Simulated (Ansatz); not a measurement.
# CH4SeZn (SMILES C[Se][ZnH]): what the fields show

Input file:

```
crystal:
  periodic: [false, false, false]
  atoms:
    - {symbol: C, position_ang: [0.346219, -0.360940, 1.139944]}
    - {symbol: Se, position_ang: [-1.472823, 0.167616, 0.564820]}
    - {symbol: Zn, position_ang: [-0.906335, 2.082366, -0.576812]}
    - {symbol: H, position_ang: [-0.532508, 3.370545, -1.345721]}
    - {symbol: H, position_ang: [0.988498, -0.560087, 0.279328]}
    - {symbol: H, position_ang: [0.790723, 0.398877, 1.786424]}
    - {symbol: H, position_ang: [0.218677, -1.284455, 1.710867]}
basis:
  gaussian:
    orbitals: def2-TZVPD
hamiltonian:
  xc: pbe0
output: {forces: true, orbitals: {seedname: orbitals}}
```

Launched as:

```sh
ansatz run input.yaml --threads 2 --pin off --max-ram 4350MiB --events-out events.jsonl --progress --plain --runs-dir runs
```

Geometry: PBE0-D3(BJ)/pcseg-1.

These are results of isolated molecule in a Gaussian basis; Kohn-Sham density functional theory, functional PBE0 (Ansatz), not measurements.

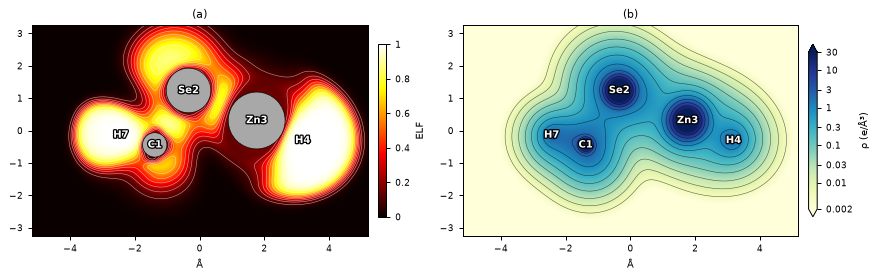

Figure 1. (a) electron localisation function; (b) electron density on the plane of atoms Se2, C1 and H7. Grey discs cover the atomic cores in the ELF map.

**Describe what can be read from this map.**

The plane passes through C, Se, Zn and H nuclei.
C–Se (1.98 Å): ρ is about 0.94 e/Å³ halfway; the ELF peaks at about 0.90 between the atoms; a shared electron pair.
Zn–Se (2.30 Å): ρ is about 0.61 e/Å³ halfway; the ELF peaks at about 0.80 in the valence shell of Se, 1.0 Å from its nucleus, and is about 0.65 at the midpoint.
C–H (1.09 Å): the density is about 2 e/Å³ at the midpoint; the ELF climbs to about 1 towards the hydrogen, as it does in any bond to H; an ordinary covalent bond to hydrogen.
Zn–H (1.55 Å): the density is about 1.1 e/Å³ at the midpoint; the ELF climbs to about 1 towards the hydrogen.
The ELF also peaks beside Se2, away from the bonds: lone-pair regions.

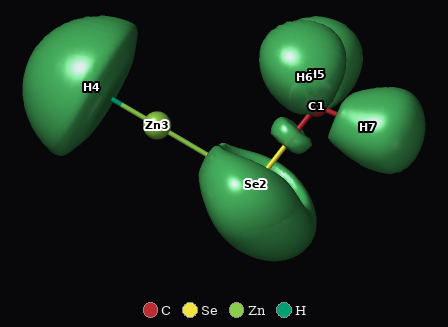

Figure 2. Isosurface of the ELF at 0.75 (green), seen across its widest extent. Core shells and regions of very low density are left out.

**Where are the electrons localised?**

At this value the surface marks out one region between bonded C–Se atoms (shared pairs), four regions around hydrogen nuclei and one region wrapped around Se (its valence shell).

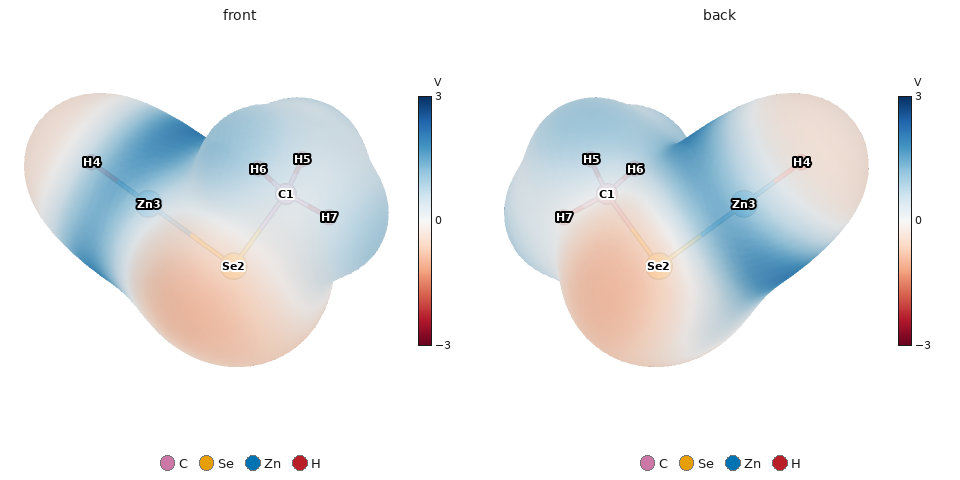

Figure 3. The electrostatic potential painted on the density surface at 0.002 e/bohr³, seen from the front and from behind; red is negative and blue positive.

**Which sites attract a positive test charge, and which a negative one?**

A positive charge is drawn to the negative regions and a negative charge to the positive ones. The most negative region (about −1.0 V, or −23 kcal/mol for a unit charge) lies over Se2, the most positive (about +2.0 V, or +46 kcal/mol for a unit charge) over Zn3.

**How polar is the molecule by this calculation?**

Its dipole moment is 1.36 D.
